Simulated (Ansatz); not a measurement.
# H₂O₂Si₂: what the fields show

```csv
atom,x (Å),y (Å),z (Å)
O,-0.1729,-0.8057,0.0822
O,-1.4852,1.1627,-0.2230
Si,-1.5641,-0.4346,-0.8639
Si,-0.1152,0.7740,0.7004
H,1.1033,1.5252,0.3057
H,-0.3420,0.8500,2.1658
```

Geometry: r2SCAN-D4/def2-SVP.

The calculation used isolated molecule in a Gaussian basis; Kohn-Sham density functional theory, functional PBE0 in Ansatz.

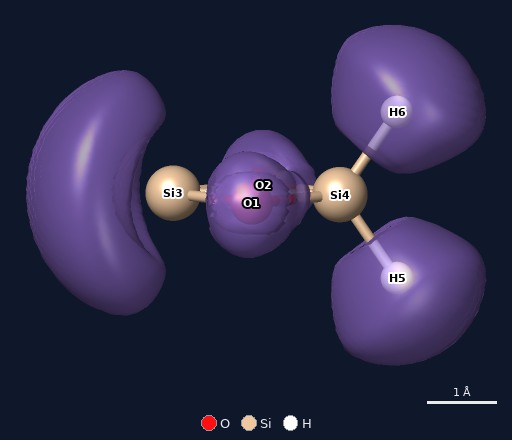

Figure 1. Isosurface of the ELF at 0.8 (purple), seen across its widest extent. Core shells and regions of very low density are left out.

### Describe the localisation domains.

At this value the surface marks out two regions around hydrogen nuclei, one lobe on Si, pointing away from the bonds (lone pairs) and two regions wrapped around O (its lone pairs, merged into a ring or cap). Profiles from the grid: Si–O (1.70 Å): the ELF peaks at about 0.85 between the atoms; a polar covalent bond. Si–Si (2.45 Å): the ELF is about 0.20 at the midpoint.

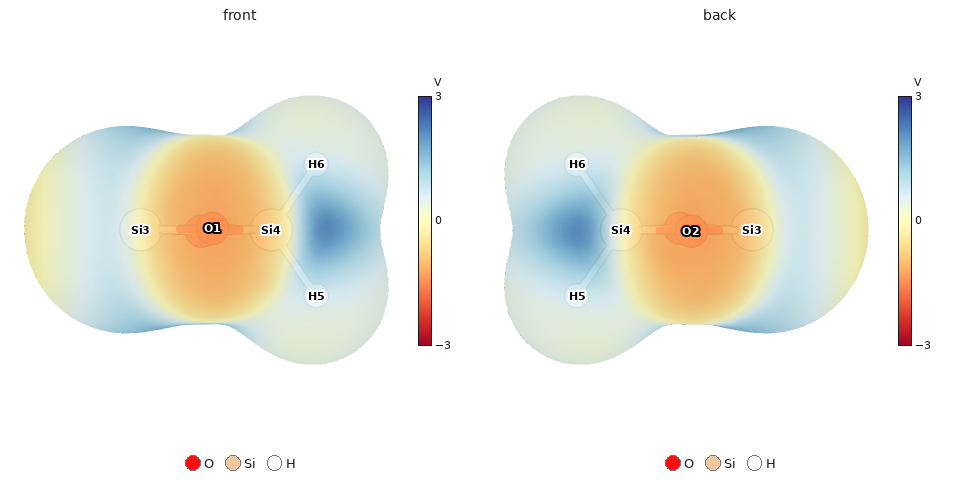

Figure 2. The molecular electrostatic potential painted on the density surface at 0.002 e/bohr³, seen from the front and from behind; the colour scale runs from red (negative) to blue (positive).

### Describe the electrostatic potential map.

The most negative region (about −1.2 V, or −28 kcal/mol for a unit charge) lies over O1 and O2, the most positive (about +2.1 V, or +48 kcal/mol for a unit charge) over Si4.

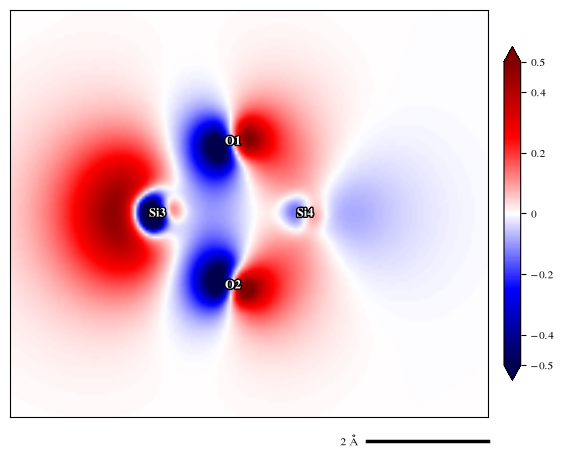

Figure 3. One frontier orbital on the plane of atoms O1, Si4 and O2 (values in Å⁻³ᐟ²; the overall sign is arbitrary).

### Which orbital is it: HOMO or LUMO?

The HOMO, at −7.80 eV. By Hirshfeld shares it lies mainly on Si3 (about 70 %), O1 (about 10 %) and O2 (about 10 %).

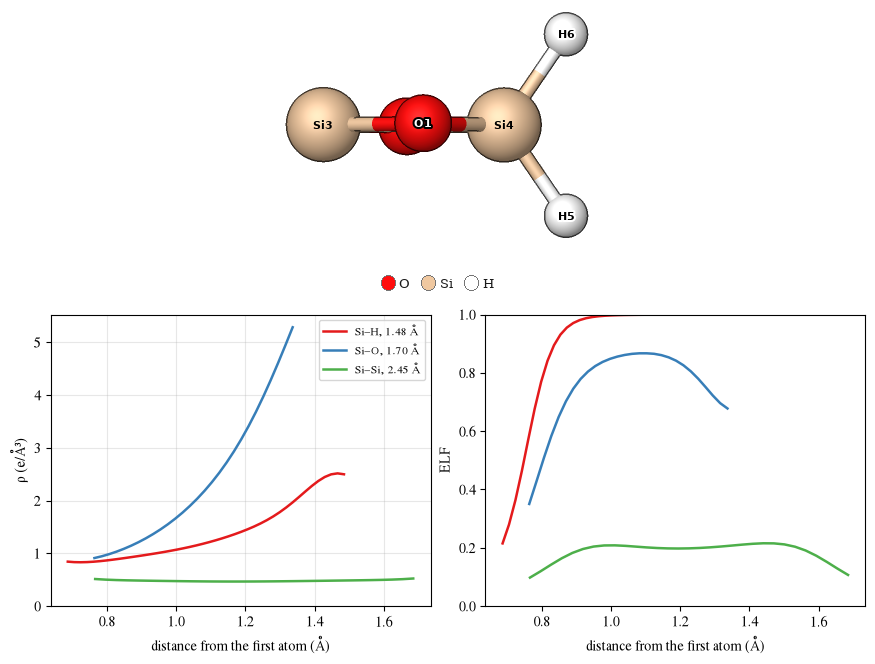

Figure 4. Electron density and ELF along straight lines between neighbouring atoms. The curves leave out the atomic cores. The structure is drawn too.

### What can be read from the curves?

Si–H (1.48 Å): ρ is about 0.83 e/Å³ halfway; the ELF climbs to about 1 towards the hydrogen, as it does in any bond to H.
Si–O (1.70 Å): ρ at the midpoint is about 1.1 e/Å³; the ELF peaks at about 0.85 between the atoms; a shared but strongly polarised pair.
Si–Si (2.45 Å): ρ at the midpoint is about 0.47 e/Å³; the ELF is about 0.20 at the midpoint.
